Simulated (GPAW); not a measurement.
Property calculation, with input and output: CH₂AlFO (part 2 of 2)

The same run, continued: CH₂AlFO, SMILES [F][Al]1[CH2][O]1; PBE/dzp, scalar-relativistic datasets (GPAW 26.7.0). The geometry comes from this level: GFN2-xTB.

Geometry of the input (Å):
```
F  -0.3871  -2.5879  0.6651
Al -0.2376  -1.0217  0.1964
C  0.3684  0.7617  0.0060
O  -0.8835  0.1833  -0.7649
H  1.1015  1.0774  -0.7267
H  0.0382  1.5872  0.6243
```

**The program's output, continued**
```
Atoms  # Å, Bohr magnetons
|   | symbol |        x |        y |        z |    initial magnetic moments |
|---|--------|----------|----------|----------|-----------------------------|
| 0 |      F | 4.996360 | 4.500000 | 5.930020 | ( 0.0000,  0.0000,  0.0000) |
| 1 |     Al | 5.145920 | 6.066120 | 5.461290 | ( 0.0000,  0.0000,  0.0000) |
| 2 |      C | 5.751900 | 7.849540 | 5.270890 | ( 0.0000,  0.0000,  0.0000) |
| 3 |      O | 4.500000 | 7.271180 | 4.500000 | ( 0.0000,  0.0000,  0.0000) |
| 4 |      H | 6.485020 | 8.165240 | 4.538190 | ( 0.0000,  0.0000,  0.0000) |
| 5 |      H | 5.421730 | 8.675080 | 5.889190 | ( 0.0000,  0.0000,  0.0000) |

Unit cell  # Å
| periodic |         x |         y |         z |   lengths |    angles |
|----------|-----------|-----------|-----------|-----------|-----------|
|       no | 10.985020 |  0.000000 |  0.000000 | 10.985020 | 90.000000 |
|       no |  0.000000 | 13.175080 |  0.000000 | 13.175080 | 90.000000 |
|       no |  0.000000 |  0.000000 | 10.430020 | 10.430020 | 90.000000 |

Number of symmetries: 1
Symmetry operations  # r_c * U_cc + t_c -> r_c
|   | kind |            matrix            |
|---|------|------------------------------|
| 0 |  E   |  1, 0, 0,  0, 1, 0,  0, 0, 1 |

BZ-sampling:
  Number of BZ points: 1
  Number of IBZ points: 1

  Monkhorst-Pack size: [1, 1, 1]
  Monkhorst-Pack shift: [0, 0, 0]

K-points  # in reciprocal-cell coordinates
|   |                                coordinates |     weight |
|---|--------------------------------------------|------------|
| 0 | (  0.00000000,   0.00000000,   0.00000000) | 1.00000000 |

basis functions: 62
Spin-components: 1 (collinear spins)
Bands:           18
Projectors:      26
Spin-degeneracy: 2
Datatype:        <class 'float'>

  Storage: CPU
  Wave functions: 8_928 bytes (8_928 per core)

Parallelization:
  kpt:    1
  domain: 1
  band:   1

Density:
  Valence electrons: 22.0
  Components: 1
  Grid points: [60 72 56]
  Charge: 0.0  # |e|

Potential:
  Grid points: [60 72 56]

species:
  F:
    name:    Fluorine
    Z:       9.0
    valence: 7
    core:    2
    charge:  0.0  # [|e|]
    file:    F.PBE.gz
    compensation charges:
      type: gauss
      rc: 0.20  # [Å]
      lmax: 2
    cutoffs:
      filter: 1.14  # [Å]
      core: 0.74  # [Å]
    projectors
    | kind |    occ | energy [eV] | rcut [Å] |
    |------|--------|-------------|----------|
    |   2s |  2.000 |     -29.898 |    0.635 |
    |   2p |  5.000 |     -11.110 |    0.635 |
    |    s |        |      -2.687 |    0.635 |
    |    p |        |      16.102 |    0.635 |
    |    d |        |       0.000 |    0.635 |

    LCAO basis set for F:
      Name: dzp
      File: F.dzp.basis.gz
      Number of radial functions: 5
      Number of spherical harmonics: 13
        l=0, rc=3.8594 Bohr: 2s-sz confined orbital
        l=1, rc=4.8750 Bohr: 2p-sz confined orbital
        l=0, rc=2.0156 Bohr: 2s-dz split-valence wave
        l=1, rc=2.6094 Bohr: 2p-dz split-valence wave
        l=2, rc=4.8750 Bohr: d-type Gaussian polarization
      Number of RI-basis functions 0

  Al:
    name:    Aluminium
    Z:       13.0
    valence: 3
    core:    10
    charge:  0.0  # [|e|]
    file:    Al.PBE.gz
    compensation charges:
      type: gauss
      rc: 0.34  # [Å]
      lmax: 2
    cutoffs:
      filter: 1.91  # [Å]
      core: 2.36  # [Å]
    projectors
    | kind |    occ | energy [eV] | rcut [Å] |
    |------|--------|-------------|----------|
    |   3s |  2.000 |      -7.753 |    1.085 |
    |   3p |  1.000 |      -2.712 |    1.085 |
    |    s |        |      19.459 |    1.085 |
    |    p |        |      24.499 |    1.085 |
    |    d |        |       0.000 |    1.085 |

    LCAO basis set for Al:
      Name: dzp
      File: Al.dzp.basis.gz
      Number of radial functions: 5
      Number of spherical harmonics: 13
        l=0, rc=7.8750 Bohr: 3s-sz confined orbital
        l=1, rc=10.4219 Bohr: 3p-sz confined orbital
        l=0, rc=4.6094 Bohr: 3s-dz split-valence wave
        l=1, rc=6.2812 Bohr: 3p-dz split-valence wave
        l=2, rc=10.4219 Bohr: d-type Gaussian polarization
      Number of RI-basis functions 0

  C:
    name:    Carbon
    Z:       6.0
    valence: 4
    core:    2
    charge:  0.0  # [|e|]
    file:    C.PBE.gz
    compensation charges:
      type: gauss
      rc: 0.20  # [Å]
      lmax: 2
    cutoffs:
      filter: 1.14  # [Å]
      core: 1.14  # [Å]
    projectors
    | kind |    occ | energy [eV] | rcut [Å] |
    |------|--------|-------------|----------|
    |   2s |  2.000 |     -13.751 |    0.635 |
    |   2p |  2.000 |      -5.284 |    0.635 |
    |    s |        |      13.461 |    0.635 |
    |    p |        |      21.927 |    0.635 |
    |    d |        |       0.000 |    0.635 |

    LCAO basis set for C:
      Name: dzp
      File: C.dzp.basis.gz
      Number of radial functions: 5
      Number of spherical harmonics: 13
        l=0, rc=5.5469 Bohr: 2s-sz confined orbital
        l=1, rc=6.6719 Bohr: 2p-sz confined orbital
        l=0, rc=3.0312 Bohr: 2s-dz split-valence wave
        l=1, rc=3.7500 Bohr: 2p-dz split-valence wave
        l=2, rc=6.6719 Bohr: d-type Gaussian polarization
      Number of RI-basis functions 0

  O:
    name:    Oxygen
    Z:       8.0
    valence: 6
    core:    2
    charge:  0.0  # [|e|]
    file:    O.PBE.gz
    compensation charges:
      type: gauss
      rc: 0.21  # [Å]
      lmax: 2
    cutoffs:
      filter: 1.17  # [Å]
      core: 0.83  # [Å]
    projectors
    | kind |    occ | energy [eV] | rcut [Å] |
    |------|--------|-------------|----------|
    |   2s |  2.000 |     -23.961 |    0.688 |
    |   2p |  4.000 |      -9.029 |    0.598 |
    |    s |        |       3.251 |    0.688 |
    |    p |        |      18.182 |    0.598 |
    |    d |        |       0.000 |    0.619 |

    LCAO basis set for O:
      Name: dzp
      File: O.dzp.basis.gz
      Number of radial functions: 5
      Number of spherical harmonics: 13
        l=0, rc=4.3438 Bohr: 2s-sz confined orbital
        l=1, rc=5.3906 Bohr: 2p-sz confined orbital
        l=0, rc=2.2969 Bohr: 2s-dz split-valence wave
        l=1, rc=2.8906 Bohr: 2p-dz split-valence wave
        l=2, rc=5.3906 Bohr: d-type Gaussian polarization
      Number of RI-basis functions 0

  H:
    name:    Hydrogen
    Z:       1.0
    valence: 1
    core:    0
    charge:  0.0  # [|e|]
    file:    H.PBE.gz
    compensation charges:
      type: gauss
      rc: 0.15  # [Å]
      lmax: 2
    cutoffs:
      filter: 0.85  # [Å]
      core: 0.53  # [Å]
    projectors
    | kind |    occ | energy [eV] | rcut [Å] |
    |------|--------|-------------|----------|
    |   1s |  1.000 |      -6.494 |    0.476 |
    |    s |        |      20.717 |    0.476 |
    |    p |        |       0.000 |    0.476 |

    LCAO basis set for H:
      Name: dzp
      File: H.dzp.basis.gz
      Number of radial functions: 3
      Number of spherical harmonics: 5
        l=0, rc=6.4219 Bohr: 1s-sz confined orbital
        l=0, rc=3.6094 Bohr: 1s-dz split-valence wave
        l=1, rc=6.4219 Bohr: p-type Gaussian polarization
      Number of RI-basis functions 0

Reference energy: -12410.964791  # eV

eigensolver:
  <gpaw.new.lcao.eigensolver.LCAOEigensolver object at 0xe812c40ff890>
density mixing:
  MSR1-Mixer
  Pratt-step length: 0.05
  Maximum mixing coefficient: 0.75
  Old densities: 10
  SVD Regularization: 0.005
  Good broyden scale: 1.0
  Trust region scale: 1.0
  Backstep threshold: 4.0
  History deletion threshold: 6.0
  Fourier metric: weight=20.0, sigma=0.015

occupation numbers:
  # Zero width

FastPoissonSolver using
    Stencil: 6*3+1=19 point O(h^6) finite-difference Laplacian
    FFT axes: []
    FST axes: [np.int64(2), np.int64(0), np.int64(1)]

xc functional:
  name: PBE with 2 nearest neighbor stencil
interpolation: tri-quintic # 5. degree polynomial

Initialization done in: 3.630 s

convergence criteria:
- Maximum [total energy] change in last 3 cyles: 0.0005 eV / valence electron
- Maximum integral of absolute [dens]ity change: 0.0001 electrons / valence electron
- Maximum integral of absolute [eigenst]ate change: 4e-08 eV^2 / valence electron
maximum number of iterations: 150

SCF iterations
|iter     |     time |      energy | eigst |  dens |
|---------|----------|-------------|-------|-------|
|iter:   1| 00:00:04 |  -31.379010 |      c|       |
|iter:   2| 00:00:04 |  -30.694610 |      c| -0.74 |
|iter:   3| 00:00:05 |  -28.533351 |      c| -0.78 |
|iter:   4| 00:00:05 |  -28.488219 |      c| -1.32 |
|iter:   5| 00:00:06 |  -28.476988 |      c| -1.63 |
|iter:   6| 00:00:06 |  -28.474167 |      c| -2.32 |
|iter:   7| 00:00:07 |  -28.474094c|      c| -2.80 |
|iter:   8| 00:00:07 |  -28.474082c|      c| -3.28 |
|iter:   9| 00:00:08 |  -28.474082c|      c| -3.87 |
|iter:  10| 00:00:08 |  -28.474082c|      c| -4.21c|

Converged in 10 steps
SCF loop duration: 4.391 s (0.439 s/step)
Energy contributions relative to reference atoms: (reference = -12410.964791)

Energy contributions:
  Kinetic:          36.773270
  Coulomb:         -34.282562
  Zero:              0.577406
  External:          0.000000
  Xc:              -31.542195
  Entropy:           0.000000
  Spinorbit:         0.000000
  ----------------------------
  Free energy:     -28.474082
  Extrapolated:    -28.474082

dipole moment: (0.215713, -0.052093, 0.190647)  # |e|*Ang

Fermi level: -3.928
Eigenvalues  # (at kpt = [0.000, 0.000, 0.000])
| band index |      eig [eV] | occ [0-2] |
|------------|---------------|-----------|
|          0 |       -29.190 |     2.000 |
|        ... |               |           |
|          3 |       -11.552 |     2.000 |
|          4 |       -10.591 |     2.000 |
|          5 |       -10.128 |     2.000 |
|          6 |       -10.089 |     2.000 |
|          7 |        -9.918 |     2.000 |
|          8 |        -8.891 |     2.000 |
|          9 |        -6.416 |     2.000 |
|         10 |        -5.636 |     2.000 |
|         11 |        -2.220 |     0.000 |
|         12 |        -0.964 |     0.000 |
|         13 |         0.255 |     0.000 |
|         14 |         1.802 |     0.000 |
|         15 |         2.482 |     0.000 |
|         16 |         3.257 |     0.000 |
|         17 |         4.283 |     0.000 |

Gap: 3.417 eV
Transition (v -> c):
  (s=0, k=0, n=10, [0.00, 0.00, 0.00]) -> (s=0, k=0, n=11, [0.00, 0.00, 0.00])
No difference between direct/indirect transitions
vacuum-level: 0.000  # V
Energy                  -28.47408 eV

Forces  # eV/Ang
|        x |        y |        z |
|----------|----------|----------|
| -0.05752 | -1.02033 |  0.18986 |  # F    0
|  0.93191 |  0.21045 |  0.66336 |  # Al   1
| -0.74527 | -1.16879 | -0.17409 |  # C    2
| -0.70192 |  0.98410 | -0.92826 |  # O    3
|  0.80919 |  0.23978 | -0.53175 |  # H    4
| -0.17072 |  0.71109 |  0.71534 |  # H    5

Force computation time: 0.178  # s
Forces (eV/Ang)
F    -0.0575   -1.0203    0.1899
Al    0.9319    0.2105    0.6634
C    -0.7453   -1.1688   -0.1741
O    -0.7019    0.9841   -0.9283
H     0.8092    0.2398   -0.5318
H    -0.1707    0.7111    0.7153
Dipole = 1.405 D
HOMO: -5.636 eV
LUMO = -2.220 eV
Gap = 3.417 eV
```

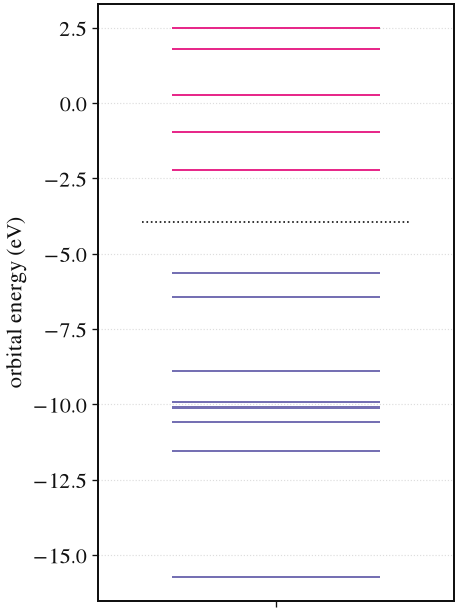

Figure 1. Orbital energies near the frontier; the dotted line parts filled from empty levels, and levels within 0.02 eV of each other stand side by side. Highest filled −5.64 eV, lowest empty −2.22 eV, 3.42 eV apart.

**Key numbers**

- outcome: converged
- energy relative to the program's reference atoms: −28.4741 eV
- basis functions: 62
- largest force: 1.524 eV/Å
- HOMO: −5.64 eV
- LUMO: −2.22 eV
- dipole moment: 1.41 D
- wall time: 8.7 s
- peak memory: 0.62 GiB
